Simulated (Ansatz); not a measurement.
## Electronic structure of H3O···ClH3Si (SMILES [OH3+].[SiH3]Cl) (charge +1) in real space

Input file:

```
crystal:
  periodic: [false, false, false]
  atoms:
    - {symbol: O, position_ang: [-0.251338, 0.699869, -2.011386]}
    - {symbol: H, position_ang: [0.461129, 1.137308, -2.507472]}
    - {symbol: H, position_ang: [0.112186, 0.034124, -1.253335]}
    - {symbol: H, position_ang: [-0.885180, 0.278418, -2.616083]}
    - {symbol: Si, position_ang: [0.046190, -0.356535, 1.871318]}
    - {symbol: Cl, position_ang: [0.717879, -1.078005, -0.038252]}
    - {symbol: H, position_ang: [-1.382881, -0.056454, 1.665269]}
    - {symbol: H, position_ang: [0.868713, 0.838712, 2.128945]}
    - {symbol: H, position_ang: [0.313301, -1.497636, 2.760996]}
basis:
  gaussian: {orbitals: "def2-TZVPPD.json"}
total_charge: 1
hamiltonian: {xc: pbe0, dispersion: d4}
output: {orbitals: {seedname: orbitals}}
```

Launched as:

```sh
ansatz run in.yaml --threads 4 --pin off --events-out ev --progress --plain --max-ram 9574MiB
```

Geometry: PBE0-D4/def2-TZVP.

Computed with Ansatz 0.2.0, RKS PBE0-D4/def2-TZVPPD.

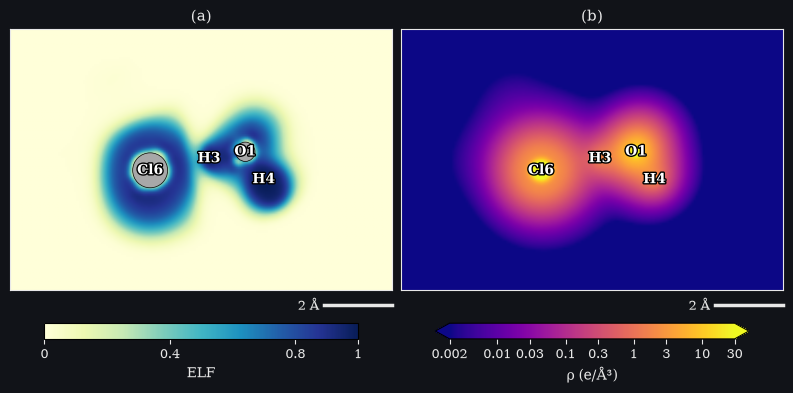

Figure 1. (a) ELF; (b) electron density on the plane of atoms H3, O1 and H4. Grey discs cover the atomic cores in the ELF map.

Q: Interpret the plot.

A:
- The section cuts through O, H and Cl sites.
- Cl6···H3 (1.76 Å): the density falls to about 0.5 e/Å³ on the way; the ELF peaks at about 0.90 between the atoms; by its geometry a hydrogen bond between the two molecules, with no shared pair.
- O–H (0.97 Å): ρ is about 3.9 e/Å³ halfway; the ELF climbs to about 1 towards the hydrogen, as it does in any bond to H: a covalent bond by its length.
- The ELF also peaks beside Cl6, away from the bonds: lone-pair regions.

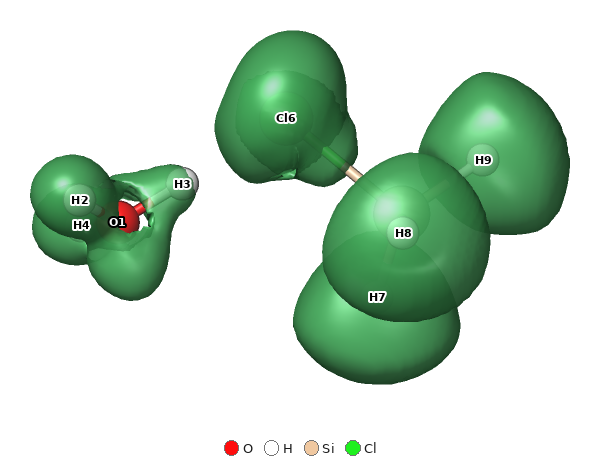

Figure 2. Isosurface of the electron localisation function at 0.8 (green), seen from one side. Only the valence region is drawn (cores and ρ < 0.01 e/Å³ removed).

Q: Where are the electrons localised?

A: The ELF exceeds this value in three regions around hydrogen nuclei, one region on Cl in which the atom's valence shell and bonds are merged and one joined region spread over several atoms (H, O), in which their bonds and any lone pairs are merged.


 Si–Cl (2.15 Å): the ELF peaks at about 0.90 between the atoms (a shared but strongly polarised pair).

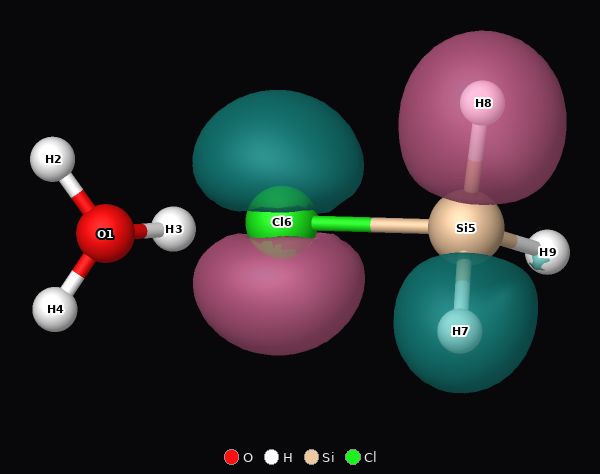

Figure 3. The HOMO at ±0.15 Å⁻³ᐟ² (teal and pink are the two phases), seen at a tilt.

Q: Where does this orbital lie, and at what energy?

A: Its weight (Hirshfeld) is mainly on Cl6 (about 45 %), Si5 (about 25 %), H8 (about 20 %) and H7 (about 10 %). Its energy is −13.78 eV.

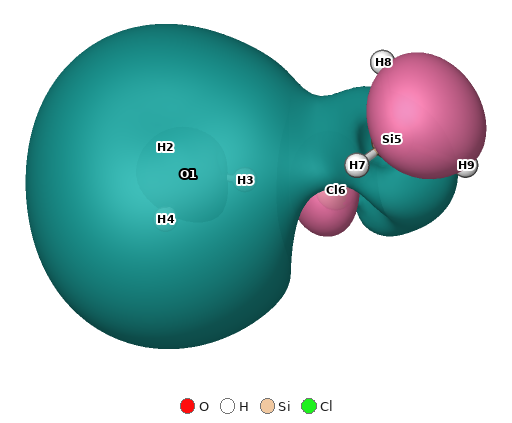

Figure 4. The LUMO at ±0.04 Å⁻³ᐟ² (teal and pink are the two phases), seen at a tilt.

Q: Describe this orbital and give its energy.

A: By Hirshfeld shares it lies mainly on H4 (about 30 %), H2 (about 30 %), O1 (about 20 %), Cl6 (about 5 %), H3 (about 5 %) and Si5 (about 5 %). Its energy is −5.59 eV.
